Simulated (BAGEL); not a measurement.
**CH5AlOS (SMILES C[O][AlH][SH]) at HF/cc-pVDZ (density fitting with qzvpp-jkfit)**

Aim: the energy change on altering one bond length of CH5AlOS at HF/cc-pVDZ (density fitting with qzvpp-jkfit), from 2 runs. 

Program for the calculation: BAGEL 1.2.2.

1 further run of the same task is left out (set aside as unsound or not needed). Runs told in other sessions of the task aren't counted.

## Step 1: The structure to begin with

CH5AlOS: 9 atoms, total charge 0, spin state singlet. As SMILES, `C[O][AlH][SH]`. The coordinates come from a PBE0-D4/def2-TZVP relaxation. This is one conformer, not always the lowest.

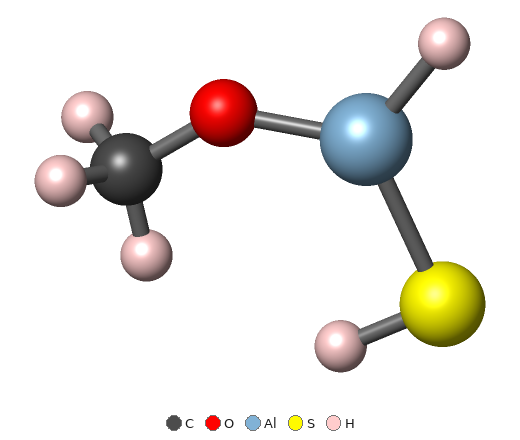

Viewed from a chosen angle; carbon dark grey, oxygen red, aluminium light blue, sulfur yellow, hydrogen pink.

## Step 2: A single-point energy at HF/cc-pVDZ (density fitting with qzvpp-jkfit)

input.json reads:

```json
{ "bagel" : [

{
  "title" : "molecule",
  "basis" : "cc-pvdz.json",
  "df_basis" : "qzvpp-jkfit",
  "angstrom" : true,
  "geometry" : [
    { "atom" : "C", "xyz" : [       0.612900,       1.288100,       0.163300 ] },
    { "atom" : "O", "xyz" : [       0.207400,       0.389900,      -0.822800 ] },
    { "atom" : "Al", "xyz" : [      -0.503200,      -1.128100,      -0.920600 ] },
    { "atom" : "S", "xyz" : [      -1.045300,      -2.228800,       0.887900 ] },
    { "atom" : "H", "xyz" : [       0.400200,       0.928300,       1.178600 ] },
    { "atom" : "H", "xyz" : [       1.690300,       1.468000,       0.089900 ] },
    { "atom" : "H", "xyz" : [       0.100100,       2.246400,       0.033100 ] },
    { "atom" : "H", "xyz" : [      -0.773800,      -1.748500,      -2.336000 ] },
    { "atom" : "H", "xyz" : [      -0.600000,      -1.261900,       1.709600 ] }
  ]
},

{ "title" : "hf" },

{ "title" : "print", "file" : "orbitals.molden", "orbitals" : true }

]}
```

The basis set cc-pVDZ is read from a file made from the Basis Set Exchange's data (not shown).

Started as:

```bash
BAGEL_NUM_THREADS=1 BAGEL input.json > input.out
```

The log of the run:

```text
* using 1 threads per process

  ===============================================================
  ===============================================================

  *** Geometry ***

  { "atom" : "C", "xyz" : [      1.158213,      2.434156,      0.308592 ] },
  { "atom" : "O", "xyz" : [      0.391929,      0.736804,     -1.554867 ] },
  { "atom" : "Al", "xyz" : [     -0.950910,     -2.131800,     -1.739682 ] },
  { "atom" : "S", "xyz" : [     -1.975331,     -4.211822,      1.677888 ] },
  { "atom" : "H", "xyz" : [      0.756268,      1.754233,      2.227231 ] },
  { "atom" : "H", "xyz" : [      3.194204,      2.774118,      0.169886 ] },
  { "atom" : "H", "xyz" : [      0.189162,      4.245081,      0.062550 ] },
  { "atom" : "H", "xyz" : [     -1.462270,     -3.304186,     -4.414400 ] },
  { "atom" : "H", "xyz" : [     -1.133836,     -2.384645,      3.230676 ] },

  Number of auxiliary basis functions:      498

  Since a DF basis is specified, we compute 2- and 3-index integrals:
    o Being stored without compression. Storage requirement is 0.032 GB

  Number of basis functions:       89
  Number of electrons      :       48

    * METHOD: MOLECULE                             0.26

  *** RHF ***

  === Nuclear Repulsion ===
   198.0351952400

      * DIIS with orbital gradients will be used.

  === RHF iteration (cc-pvdz.json) ===
      0       -754.98286705          0.01387198           0.08
      1       -755.10225953          0.01064353           0.07
      2       -755.17641961          0.00137992           0.08
      3       -755.17841016          0.00034319           0.08
      4       -755.17851515          0.00009885           0.08
      5       -755.17852532          0.00002342           0.08
      6       -755.17852622          0.00000627           0.08
      7       -755.17852627          0.00000161           0.08
      8       -755.17852628          0.00000054           0.08
      9       -755.17852628          0.00000019           0.07
     10       -755.17852628          0.00000006           0.08
     11       -755.17852628          0.00000002           0.08
     12       -755.17852628          0.00000001           0.08
    * SCF iteration converged.

    * Permanent dipole moment:
           (   -0.248139,    -0.538321,    -0.327338) a.u.

    * METHOD: HF                                   1.19

    * METHOD: PRINT                                0.02

  ===============================================================
```

It took 1.6 s on 1 thread of Arm Neoverse V1, shared host; peak memory 0.13 GiB.

## Step 3: The distorted shape

input.json reads:

```json
{ "bagel": [

{
  "title": "molecule",
  "basis": "cc-pvdz.json",
  "df_basis": "qzvpp-jkfit",
  "angstrom": true,
  "geometry": [
    { "atom": "C", "xyz": [    0.826070,    1.743480,    0.192639 ] },
    { "atom": "O", "xyz": [    0.420570,    0.845280,   -0.793461 ] },
    { "atom": "Al", "xyz": [   -0.503200,   -1.128100,   -0.920600 ] },
    { "atom": "S", "xyz": [   -1.045300,   -2.228800,    0.887900 ] },
    { "atom": "H", "xyz": [    0.613370,    1.383680,    1.207939 ] },
    { "atom": "H", "xyz": [    1.903470,    1.923380,    0.119239 ] },
    { "atom": "H", "xyz": [    0.313270,    2.701780,    0.062439 ] },
    { "atom": "H", "xyz": [   -0.773800,   -1.748500,   -2.336000 ] },
    { "atom": "H", "xyz": [   -0.600000,   -1.261900,    1.709600 ] }
  ]
},
{
  "title": "hf"
},
{
  "title": "print",
  "file": "orbitals.molden",
  "orbitals": true
}

]}
```

The basis set cc-pVDZ is read from a file made from the Basis Set Exchange's data (not shown).

Started as:

```bash
BAGEL_NUM_THREADS=1 BAGEL input.json > input.out
```

The log of the run:

```text
* using 1 threads per process

  ===============================================================
  ===============================================================

  *** Geometry ***

  { "atom" : "C", "xyz" : [      1.561046,      3.294700,      0.364035 ] },
  { "atom" : "O", "xyz" : [      0.794762,      1.597348,     -1.499424 ] },
  { "atom" : "Al", "xyz" : [     -0.950910,     -2.131800,     -1.739682 ] },
  { "atom" : "S", "xyz" : [     -1.975331,     -4.211822,      1.677888 ] },
  { "atom" : "H", "xyz" : [      1.159101,      2.614776,      2.282674 ] },
  { "atom" : "H", "xyz" : [      3.597037,      3.634661,      0.225329 ] },
  { "atom" : "H", "xyz" : [      0.591995,      5.105624,      0.117993 ] },
  { "atom" : "H", "xyz" : [     -1.462270,     -3.304186,     -4.414400 ] },
  { "atom" : "H", "xyz" : [     -1.133836,     -2.384645,      3.230676 ] },

  Number of auxiliary basis functions:      498

  Since a DF basis is specified, we compute 2- and 3-index integrals:
    o Being stored without compression. Storage requirement is 0.032 GB

  Number of basis functions:       89
  Number of electrons      :       48

    * METHOD: MOLECULE                             0.26

  *** RHF ***

  === Nuclear Repulsion ===
   182.7582045413

      * DIIS with orbital gradients will be used.

  === RHF iteration (cc-pvdz.json) ===
      0       -754.88453642          0.01496311           0.08
      1       -754.98270779          0.01399767           0.07
      2       -755.11288279          0.00153014           0.07
      3       -755.11564077          0.00042508           0.07
      4       -755.11583831          0.00014026           0.08
      5       -755.11586590          0.00004711           0.07
      6       -755.11587188          0.00001628           0.07
      7       -755.11587265          0.00000591           0.07
      8       -755.11587276          0.00000265           0.07
      9       -755.11587278          0.00000091           0.07
     10       -755.11587278          0.00000030           0.08
     11       -755.11587278          0.00000010           0.07
     12       -755.11587278          0.00000004           0.08
     13       -755.11587278          0.00000001           0.07
     14       -755.11587278          0.00000000           0.07
    * SCF iteration converged.

    * Permanent dipole moment:
           (    0.201592,     0.422492,    -0.240550) a.u.

    * METHOD: HF                                   1.30

    * METHOD: PRINT                                0.02

  ===============================================================
```

Wall time 1.7 s (1 thread of Arm Neoverse V1, shared host); peak memory 0.13 GiB.

## Step 4: Results

At HF/cc-pVDZ (density fitting with qzvpp-jkfit):

```
                                                          quantity          value
                                         first shape: total energy  -755.17853 Eh
                                        first shape: dipole moment         1.72 D
                                          first shape: HOMO energy      -10.43 eV
                                          first shape: LUMO energy        2.23 eV
                                        first shape: HOMO–LUMO gap       12.66 eV
                                     distorted shape: total energy  -755.11587 Eh
                                    distorted shape: dipole moment         1.34 D
                                      distorted shape: HOMO energy      -10.45 eV
                                      distorted shape: LUMO energy        1.41 eV
                                    distorted shape: HOMO–LUMO gap       11.87 eV
energy change with the O2–Al3 bond stretched from 1.679 to 2.183 Å       1.705 eV
```

What this shows: With the O2–Al3 bond stretched from 1.679 to 2.183 Å the energy rises by 1.70 eV (39 kcal/mol). The first shape isn't relaxed at this level, so the change isn't measured from a minimum.
